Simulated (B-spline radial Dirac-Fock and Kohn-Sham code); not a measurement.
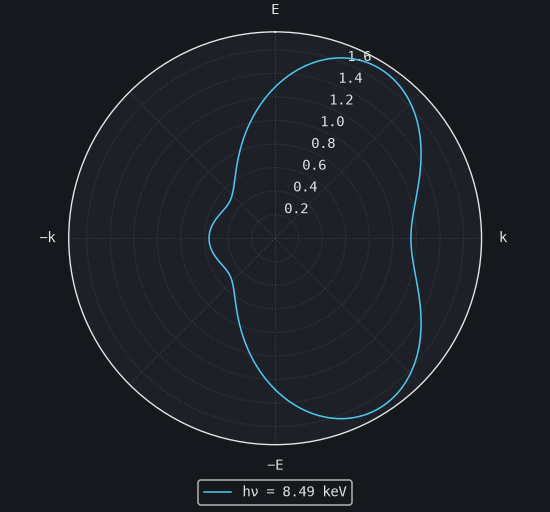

Angular distribution of photoelectrons from M2 (3p1/2) in the plane of the polarisation E (up) and the photon direction k (right), relative to an isotropic one. It refers to neutral Al. Method: a Dirac–Hartree–Slater potential; 1 + βP₂(cos θ) + (δ + γ cos²θ) sin θ cos φ with E1 and E1–E2 terms (computed with a B-spline radial atomic code). Open shells are averaged over j.

What are β, γ and δ at 8.49 keV?

β = 0.285, γ = 0.975, δ = 0.296.

Is the pattern at 8.49 keV symmetric between forward and backward?

No: 45° forward of E it is 3.1 times the value 45° backward, from the non-dipole terms.
